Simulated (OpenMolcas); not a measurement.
Al$_{2}$H$_{4}$: single-point calculation (part 2 of 3)

The same run, continued: Al$_{2}$H$_{4}$, SMILES [AlH2][AlH2]; MCPF/ANO-RCC-VDZ, RHF, DKH2, in an applied electric field (OpenMolcas 26.06). The geometry comes from this level: GFN2-xTB.

Geometry of the input (Å):
```
Al -0.8541  -0.9475  0.0105
Al 0.4499  1.1689  0.2433
H  -2.1960  -1.7681  0.2746
H  0.3663  -1.6390  -0.7642
H  1.6916  0.5121  -0.5277
H  0.5423  2.6737  0.7635
```

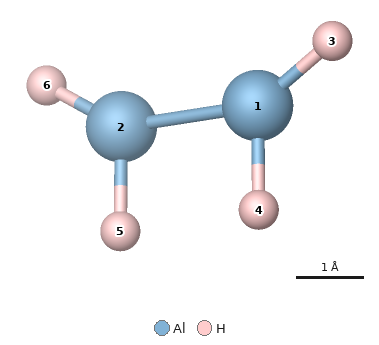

*The structure (ball-and-stick view, seen at an oblique angle; atoms are numbered from 1 in the order of the input). Sticks mark near contacts.*

The program's output, continued
```
   22    0.3289    0.0000          3 AL1    3s     (-0.506),     4 AL1    4s     (-0.492),    16 AL2    3s     (-0.909),    17 AL2    4s     (-0.685),
                                  19 AL2    3px    (-0.541),    27 H3     1s     ( 0.479),    29 H4     1s     ( 0.482),    31 H5     1s     ( 0.890),
                                  33 H6     1s     ( 0.541),

   23    0.3505    0.0000          3 AL1    3s     (-1.101),     6 AL1    3px    (-0.848),    16 AL2    3s     ( 0.829),    22 AL2    3py    (-0.697),
                                  28 H3     2s     (-0.661),    29 H4     1s     ( 1.262),    30 H4     2s     ( 0.693),    31 H5     1s     (-0.953),

   24    0.3780    0.0000          6 AL1    3px    ( 1.060),     9 AL1    3py    ( 0.560),    22 AL2    3py    ( 1.097),    27 H3     1s     ( 1.058),
                                  28 H3     2s     ( 0.605),    30 H4     2s     (-0.716),    32 H5     2s     ( 0.770),    33 H6     1s     (-0.974),
                                  34 H6     2s     (-0.608),

   25    0.4441    0.0000         30 H4     2s     ( 0.610),    32 H5     2s     ( 0.583),

--

++    Molecular charges:
      ------------------

      Mulliken charges per centre and basis function type
      ---------------------------------------------------

                AL1     AL2     H3      H4      H5      H6
      1s       2.0000  2.0000  1.1494  1.0808  1.0879  1.1831
      2s       1.9950  1.9951  0.0008 -0.0226 -0.0241 -0.0002
      2px      2.0001  2.0000  0.0000  0.0000  0.0000  0.0000
      2pz      2.0000  2.0000  0.0000  0.0000  0.0000  0.0000
      2py      2.0000  2.0001  0.0000  0.0000  0.0000  0.0000
      3s       1.1027  1.1129  0.0000  0.0000  0.0000  0.0000
      3px      0.7596  0.7022  0.0000  0.0000  0.0000  0.0000
      3pz      0.2220  0.2201  0.0000  0.0000  0.0000  0.0000
      3py      0.7014  0.7686  0.0000  0.0000  0.0000  0.0000
      4s      -0.0124 -0.0137  0.0000  0.0000  0.0000  0.0000
      4px     -0.0016 -0.0025  0.0000  0.0000  0.0000  0.0000
      4pz     -0.0008 -0.0003  0.0000  0.0000  0.0000  0.0000
      4py     -0.0022 -0.0013  0.0000  0.0000  0.0000  0.0000
      Total   12.7638 12.7810  1.1502  1.0581  1.0638  1.1830

      N-E      0.2362  0.2190 -0.1502 -0.0581 -0.0638 -0.1830

      Total electronic charge=   30.000000

      Total            charge=   -0.000000
--

++    Static properties:
      ------------------

      LoProp Charges per center

                   AL1      AL2      H3       H4       H5       H6
      Nuclear     13.0000  13.0000   1.0000   1.0000   1.0000   1.0000
      Electronic -12.8010 -12.8235  -1.1080  -1.0711  -1.0737  -1.1227

      Total        0.1990   0.1765  -0.1080  -0.0711  -0.0737  -0.1227
--

++    Natural Bond Order analysis
      ---------------------------
      Based on LoProp computed density
      -------------------------------------------------------------------------------------
      Atom A       Atom B       Bond Order
        AL1          AL2            0.779
      -------------------------------------------------------------------------------------
      NBO located      1.557 electrons involved in    1 bonds.
      NBO located      0.980 non-bonded electrons on atom AL1
      NBO located      1.001 non-bonded electrons on atom AL1
      NBO located      1.000 non-bonded electrons on atom AL1
      NBO located      1.000 non-bonded electrons on atom AL1
      NBO located      0.999 non-bonded electrons on atom AL1
      NBO located      0.982 non-bonded electrons on atom AL2
      NBO located      0.999 non-bonded electrons on atom AL2
      NBO located      1.000 non-bonded electrons on atom AL2
      NBO located      1.000 non-bonded electrons on atom AL2
      NBO located      1.000 non-bonded electrons on atom AL2
      The remaining    5.177 electrons are to be considered as diffuse
--

++    Molecular properties:
      ---------------------

      Charge (e):
                      =   -0.0000
      Dipole Moment (debye):
      Origin of the operator (angstrom)=   -0.1810    0.0991    0.1137
                   X= -6.9486E-01               Y=  7.9341E-02               Z= -1.1242E+00           Total=  1.3240E+00
      Quadrupole Moment (debye*angstrom):
      Origin of the operator (angstrom)=   -0.1810    0.0991    0.1137
                  XX= -3.6722E+01              XY= -3.0598E+00              XZ=  4.3901E+00              YY= -3.8846E+01
                  YZ= -4.2499E+00              ZZ= -2.7908E+01
      In traceless form (debye*angstrom)
                  XX= -3.3451E+00              XY= -4.5898E+00              XZ=  6.5851E+00              YY= -6.5308E+00
                  YZ= -6.3749E+00              ZZ=  9.8759E+00
--

--- Stop Module: scf /rc=_RC_ALL_IS_WELL_ ---

--- Start Module: motra ---

                                               &MOTRA

                       available to each process: 300 MB of memory, 1 thread

      *** WARNING: Default frozen orbitals is overwritten by user input.
      *** Default values:   4

      Header of the integral files:

      Header of MO coefficients source file:
      * SCF orbitals

      Cartesian coordinates in angstrom:
      -----------------------------------------------------
      No.  Label        X            Y            Z
      -----------------------------------------------------
       1   AL1       -0.85409000  -0.94754000   0.01048000
       2   AL2        0.44988000   1.16889000   0.24331000
       3   H3        -2.19598000  -1.76810000   0.27460000
       4   H4         0.36630000  -1.63905000  -0.76422000
       5   H5         1.69161000   0.51215000  -0.52771000
       6   H6         0.54227000   2.67366000   0.76354000
      -----------------------------------------------------
      Nuclear repulsion energy =   62.03222991

      Orbital specifications:
      -----------------------

      Symmetry species:              1
      Number of basis functions:    34
      Frozen orbitals:               0
      Deleted orbitals:              0
      Number of orbitals used:      34

       SYMMETRY  BASIS FUNCTIONS       ORBITALS      INTEGRALS   CPU(SEC)  I/O(SEC)
        1 1 1 1   34  34  34  34    34  34  34  34      177310       0.00      0.00

       TOTAL CPU TIME(SEC)    0.02TOTAL I/O TIME(SEC)    0.03

--- Stop Module: motra /rc=_RC_ALL_IS_WELL_ ---

--- Start Module: guga ---

                                               &GUGA

                       available to each process: 300 MB of memory, 1 thread

      ************************************************************************************************************************
      *                                                        Title:                                                        *
      *                                                 (No title was given)                                                 *
      ************************************************************************************************************************

      ALL SINGLE AND DOUBLE REPLACEMENTS

      NUMBER OF ELECTRONS IN CI        30
      TOTAL SPIN QUANTUM NUMBER      0.00

              ORBITALS PER SYMMETRY
                  1
      INACTIVE   15
      ACTIVE      0
      VALENCE     0
      CORE        0
      ONEOCC      0
  Number of vertices                   95                   87

      INTERNAL CONFIGURATIONS (FORMAL)

      NUMBER OF VALENCE STATES               1
      NUMBER OF DOUBLET COUPLED SINGLES     15
      NUMBER OF TRIPLET COUPLED DOUBLES    105
      NUMBER OF SINGLET COUPLED DOUBLES    120

      ONE CLOSED SHELL REFERENCE STATE
      WAVE-FUNCTION SYMMETRY LABEL:  1

      INTERNAL CONFIGURATIONS (REAL)

      NUMBER OF VALENCE STATES               1
      NUMBER OF DOUBLET COUPLED SINGLES     15
      NUMBER OF TRIPLET COUPLED DOUBLES    105
      NUMBER OF SINGLET COUPLED DOUBLES    120

      COEFFICIENTS FOR DIAG     3857
      TIME FOR DIAG                0

      COEFFICIENTS FOR ABCI      465
      MAXIMUM NUMBER OF ELEMENTS    29
      TIME FOR ABCI                0

      COEFFICIENTS FOR IJKL   116055
      TIME FOR IJKL                0

      COEFFICIENTS FOR AIBJ    10605
      DIFFERENT TYPES      105      120     3150     3600     1470     1680      240
      TIME FOR AIBJ                0

      COEFFICIENTS FOR AIJK    22095
      TIME FOR AIJK                0

      COEFFICIENTS FOR IJ       3285

      COEFFICIENTS FOR AI        480
      TIME FOR ONEEL               0
--- Stop Module: guga /rc=_RC_ALL_IS_WELL_ ---

--- Start Module: cpf ---

                                                &CPF

                       available to each process: 300 MB of memory, 1 thread

      ************************************************************************************************************************
      *                                                        Title:                                                        *
      *                                                ( No title was given )                                                *
      ************************************************************************************************************************

      Cartesian coordinates in angstrom:
      -----------------------------------------------------
      No.  Label        X            Y            Z
      -----------------------------------------------------
       1   AL1       -0.85409000  -0.94754000   0.01048000
       2   AL2        0.44988000   1.16889000   0.24331000
       3   H3        -2.19598000  -1.76810000   0.27460000
       4   H4         0.36630000  -1.63905000  -0.76422000
       5   H5         1.69161000   0.51215000  -0.52771000
       6   H6         0.54227000   2.67366000   0.76354000
      -----------------------------------------------------
      Nuclear repulsion energy =   62.03222991

      This is an  M C P F  calculation

      ONE-ELECTRON BASIS:
      ----------------------------

      Symmetry species                                   1

      Orbitals pre-frozen in MOTRA               0       0
      Orbitals used by this program             34      34
      Pre-deleted in MOTRA                       0       0
      Sum: No. of basis functions               34      34

      ORBITAL SPECIFICATION:
      -------------------------------

      Orbitals frozen here                       0       0
      Inactive orbitals                         15      15
      Active orbitals                            0       0
      Additional valence orbitals                0       0
      Virtual orbitals                          19      19
      Orbitals deleted here                      0       0
      Sum: Total no. of orbitals                34      34

      WAVE FUNCTION SPECIFICATION:
      ----------------------------

      Number of electrons in CI                 30
      Internal orbitals in CI                   15
      External orbitals in CI                   19
      Number of irreps                           1
      Spin quantum number                      0.0
      State symmetry                             1

      REFERENCE STATE:
      ------------------------------

      Number of reference states                 1
      One closed shell reference state

      OPTIONS:
      --------

      Print parameter                            5
      Pulay diagonalization
      First order interacting space

      INTERNAL CONFIGURATIONS

      NUMBER OF VALENCE STATES               1
      NUMBER OF DOUBLET COUPLED SINGLES     15
      NUMBER OF TRIPLET COUPLED DOUBLES    105
      NUMBER OF SINGLET COUPLED DOUBLES    120

      FULL-SPACE CONFIGURATIONS (FORMAL)

      NUMBER OF VALENCE STATES               1
      NUMBER OF DOUBLET COUPLED SINGLES    285
      NUMBER OF TRIPLET COUPLED DOUBLES  17955
      NUMBER OF SINGLET COUPLED DOUBLES  22800

      FULL-SPACE CONFIGURATIONS (REAL)

      NUMBER OF VALENCE STATES               1
      NUMBER OF DOUBLET COUPLED SINGLES    285
      NUMBER OF TRIPLET COUPLED DOUBLES  17955
      NUMBER OF SINGLET COUPLED DOUBLES  22800

      FORMAL NUMBER OF CONFIGURATIONS   41041
        REAL NUMBER OF CONFIGURATIONS   41041
  NUMBER OF TWO-ELECTRON INTEGRALS:               177310

      STATISTICS FOR INTEGRALS, FIRST ENTRY 10**3-10**4

               0         0         0        30       808
            6654     35393     75137     43942     12404
            2323       542        69         0         0
               0         0         0         0         0

      REFERENCE ENERGY     -486.92276133
  ITER      TOTAL ENERGY          CORR ENERGY           DECREASE
   1        -486.92276133           0.00000000        -486.92276133
   2        -487.10226867          -0.17950735          -0.17950735
   3        -487.11170127          -0.18893994          -0.00943259
   4        -487.11300647          -0.19024514          -0.00130520
   5        -487.11325477          -0.19049344          -0.00024830
   6        -487.11331098          -0.19054965          -0.00005621
   7        -487.11333038          -0.19056905          -0.00001940
   8        -487.11333081          -0.19056948          -0.00000043

     CALCULATION CONVERGED

     FINAL MCPF ENERGY         -487.11333081
     FINAL CORRELATION ENERGY   -0.19056948  REFERENCE ENERGY    -486.92276133
     SUM OF SQUARED CPX(BAR)    0.1033

     FIRST ORDER RELATIVISTIC CORRECTIONS
     MASS-VELOCITY               0.00000000
     1-EL DARWIN CONTACT         0.00000000
     TOTAL REL. CORRECTION       0.00000000
     TOTAL REL. ENERGY        -487.11333081

      PRINTOUT OF CI-COEFFICIENTS LARGER THAN      0.05

      WAVE FUNCTION NOT NORMALIZED

      CONFIGURATION      1   COEFFICIENT  1.000000   REFERENCE

      ORBITALS       0  0  1  2  3  4  5  6  7  8  9 10 11 12 13 14 15
      OCCUPATION     0  0  2  2  2  2  2  2  2  2  2  2  2  2  2  2  2
      SPIN-COUPLING  0  0  3  3  3  3  3  3  3  3  3  3  3  3  3  3  3
      SYMMETRY       0  0  1  1  1  1  1  1  1  1  1  1  1  1  1  1  1

++    Molecular orbitals:
      -------------------

      Title:  MCPF natural orbitals

      Molecular orbitals for symmetry species 1: a

          Orbital            1         2         3         4         5         6         7         8         9        10
          Occ. No.          2.0000    2.0000    1.9993    1.9993    1.9975    1.9974    1.9973    1.9973    1.9972    1.9972
```
